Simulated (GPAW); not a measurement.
**PbO (P4/nmm): refractive index against wavelength**

The refractive index of PbO (P4/nmm) along x below the direct gap (2.01 eV on the mesh) is read from one computed spectrum, n = √(Re ε). x, y and z are the Cartesian axes of the input cell.

Symmetry: P4/nmm, No. 129, tetragonal system. Conventional cell: a = 3.990 Å, b = 3.990 Å, c = 5.010 Å, α = 90.00°, β = 90.00°, γ = 90.00°. Pb on site c has 4 O at 2.33 Å as nearest neighbours. O on site a has 4 Pb at 2.33 Å as nearest neighbours.

Method: GPAW 26.7.0, LDA, RPA, k-mesh 8×8×6, local fields up to 50 eV, Lorentzian half width 0.1 eV.

Launch of the response step: `OMP_NUM_THREADS=1 python df.py`. The run took 2.6 min, its band step included, on 1 thread of Arm Neoverse V1, on a shared host.

```
wavelength (nm)  photon energy E (eV)       n
           3000                 0.413  2.6271
           2000                 0.620  2.6398
           1550                 0.800  2.6557
           1310                 0.946  2.6722
           1064                 1.165       ?
```

In the single-oscillator model n² − 1 = E₀E_d/(E₀² − E²), so 1/(n² − 1) = E₀/E_d − E²/(E₀E_d) is linear in E².

Working, on the rows shown:

| x = E² (eV²) | y = 1/(n² − 1) |
| --- | --- |
| 0.170801 | 0.169444 |
| 0.384302 | 0.167545 |
| 0.639837 | 0.165214 |
| 0.895757 | 0.162849 |

Means: x̄ = 0.52267, ȳ = 0.16626. Σ(x − x̄)(y − ȳ) = -0.002693, Σ(x − x̄)² = 0.2959. Slope = -0.002693 / 0.2959 = -0.009102; intercept = ȳ − slope · x̄ = 0.17102. Turned back into n, the line misses the rows shown by at most 0.00015.

Q: Fill in the last column of the withheld row.

A: At x = 1.3578 the line gives y = 0.15866, that is 2.7024. The run gave 2.7039, so the extrapolation is off by 0.0015, 2 % of the range in the table.

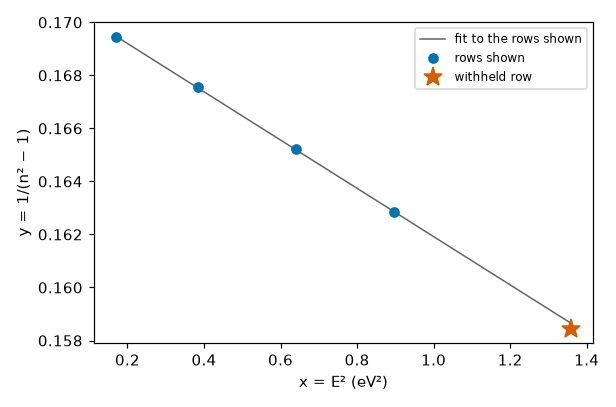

Refitted with all rows, the slope is -0.009266 and the intercept 0.17109. These give E₀ = √(intercept/−slope) = 4.30 eV and E_d = E₀/intercept = 25.1 eV; E₀ is 2.1 times the direct gap. The electronic limit at long wavelengths, without lattice vibrations, is n = √(1 + 1/intercept) = 2.616. The cell comes from an older database entry, whose edges can be off by a per cent or so. Excitons are left out. The values come from a sum over the points of one k-mesh and carry its error, which grows as the direct gap shrinks. This version of GPAW has incomplete matrix elements in the optical limit, which can lower ε − 1 by up to a tenth where first-row anions or d states rule. Spin-orbit coupling is left out.

[Logs are printed without paths, hosts, clocks, repeated set-up lines and the standing remarks that a program may print on its own settings, such as how far it seeks lower states.]
